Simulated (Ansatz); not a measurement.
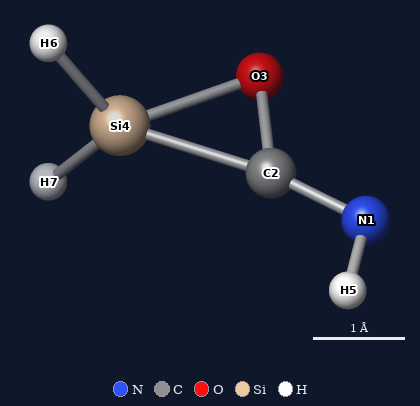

Figure 1. The structure (ball-and-stick view, seen at an oblique angle; atoms are numbered from 1 in the order of the input). Bond lengths as drawn: C–N 1.25 Å, C–O 1.38 Å, C–Si 1.81 Å, H–N 1.02 Å, H–Si 1.48 Å and O–Si 1.70 Å.

# Run report: CH3NOSi, single-point calculation

The run: single-point calculation of CH3NOSi, SMILES N=C1O[SiH2]1. Method and program: RKS PBE0-D4/def2-TZVPP (Ansatz 0.2.0).

The geometry comes from this level: PBE0-D4/def2-TZVP.

**Output**
```
Functional definition: PBE0
  name "PBE0"
  cite "Adamo & Barone, J. Chem. Phys. 110, 6158 (1999) doi:10.1063/1.478522"
  cite "Perdew, Burke & Ernzerhof, Phys. Rev. Lett. 77, 3865 (1996) doi:10.1103/PhysRevLett.77.3865"
  parent pbe
  parameter a = 0.25
  parameter kappa = 0.804
  parameter beta = 0.06672455060314922
  exchange = (1 - a)*pbe_x(kappa = kappa, mu = beta*pi^2/3) + a*exact_x
  correlation = pbe_c(beta = beta)
954 factors; their error is unknown
mean field evaluation 1: about -12485.8750 eV, gradient 6.0e1 eV
mean field evaluation 2: about -12461.8395 eV, gradient 1.2e2 eV
mean field evaluation 4: about -12492.8006 eV, gradient 8.0e0 eV
mean field evaluation 8: about -12492.9336 eV, gradient 5.7e-2 eV
mean field evaluation 16: about -12492.9633 eV, gradient 4.3e-5 eV
mean field -12492.96326514 eV, -459.1079319594 hartree, gradient 4.3e-5 eV, S^2 0.000000; 0 other end points of the search recorded, 0 dependent functions left out
reference -12492.96329263 eV, -459.1079329695 hartree; 19, 19 occupied and 158, 158 virtual orbitals, 954 factors
Total energy: -12493.06766147 eV, -459.1117684535 hartree
```

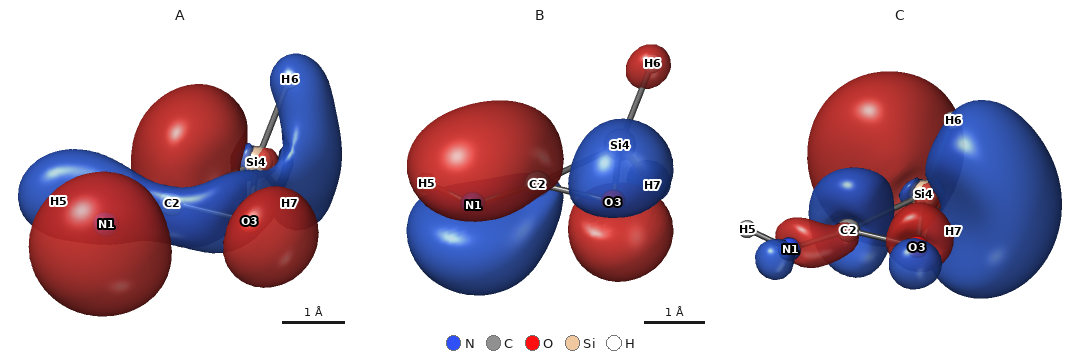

Figure 2. Three frontier orbitals at ±0.08 Å⁻³ᐟ² (blue and red are the two phases). B is the HOMO−1 (−8.28 eV). A is the HOMO (−7.28 eV). Its weight (Hirshfeld) is mainly on N1 (40 %), Si4 (20 %), C2 (15 %) and O3 (15 %). C is the LUMO (−1.32 eV). Its weight (Hirshfeld) is mainly on Si4 (65 %), C2 (10 %) and O3 (10 %). The HOMO–LUMO gap is 5.96 eV between the orbital energies.

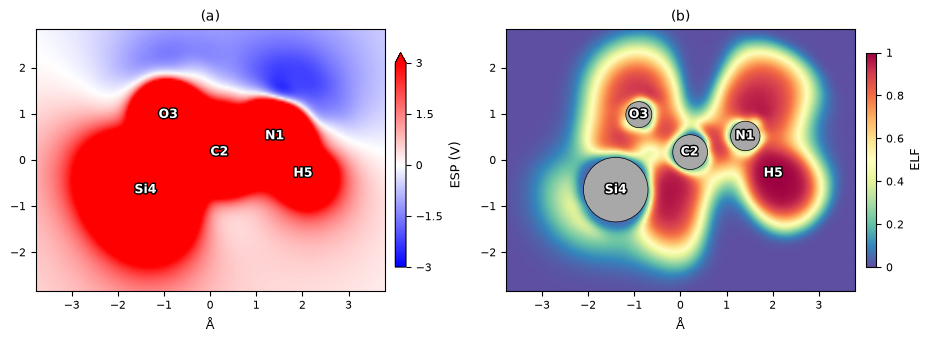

Figure 3. (a) electrostatic potential; (b) ELF on the plane of atoms N1, C2 and O3. Grey discs, where drawn, cover atomic cores. The plane passes through N, C, O, Si and H nuclei. C–N (1.25 Å): the ELF peaks at about 0.90 between the atoms; a multiple bond by its length, whose ELF region spreads away from the axis. C–O (1.38 Å): the ELF peaks at about 0.85 between the atoms (a shared but strongly polarised pair). Si–O (1.70 Å): the ELF peaks at about 0.80 between the atoms (a polar covalent bond).

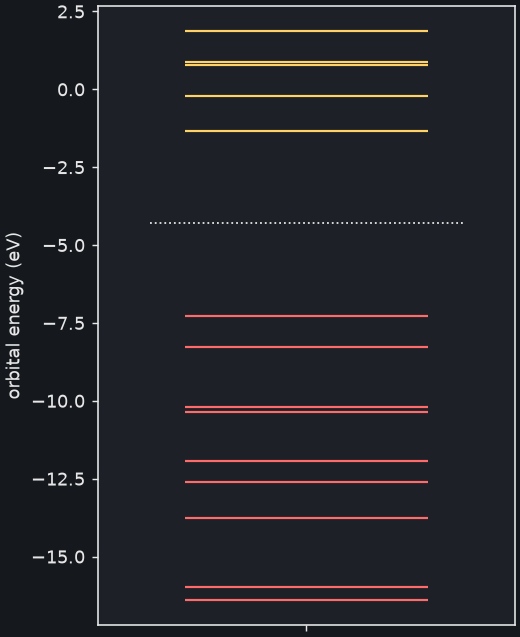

Figure 4. Orbital energies near the frontier; the dotted line parts filled from empty levels, and levels within 0.02 eV of each other stand side by side. Highest filled −7.28 eV, lowest empty −1.32 eV, 5.96 eV apart.

This output came from the following input.

**Input file**
```yaml
crystal:
  periodic: [false, false, false]
  atoms:
    - {symbol: N, position_ang: [-1.071008, -1.580223, -0.416291]}
    - {symbol: C, position_ang: [-0.312356, -0.650835, -0.079205]}
    - {symbol: O, position_ang: [0.759232, -0.712639, 0.784198]}
    - {symbol: Si, position_ang: [0.600568, 0.880311, 0.209579]}
    - {symbol: H, position_ang: [-1.778540, -1.252154, -1.066549]}
    - {symbol: H, position_ang: [0.185956, 1.890217, 1.205879]}
    - {symbol: H, position_ang: [1.677348, 1.357323, -0.683410]}
basis:
  gaussian: {orbitals: def2-TZVPP}
hamiltonian: {xc: pbe0, dispersion: d4}
output: {orbitals: {seedname: orbitals}}
```

Launched with:
```bash
ansatz run in.yaml --threads 2 --pin off --events-out ev --progress --plain --max-ram 4352MiB
```

**Results in brief**

| quantity | value |
| --- | --- |
| outcome | converged |
| total energy | −12493.0677 eV |
| mean-field energy | −12492.9633 eV |
| dispersion energy | −0.1044 eV |
| SCF solution under orbital rotations | stable |
| HOMO | −7.28 eV |
| LUMO | −1.32 eV |
| hardware | 2 threads of Arm Neoverse V2, 23 GiB of memory available, shared host |
| wall time | 2.3 s (CPU time 4.4 s) |
| peak memory | 0.34 GiB |
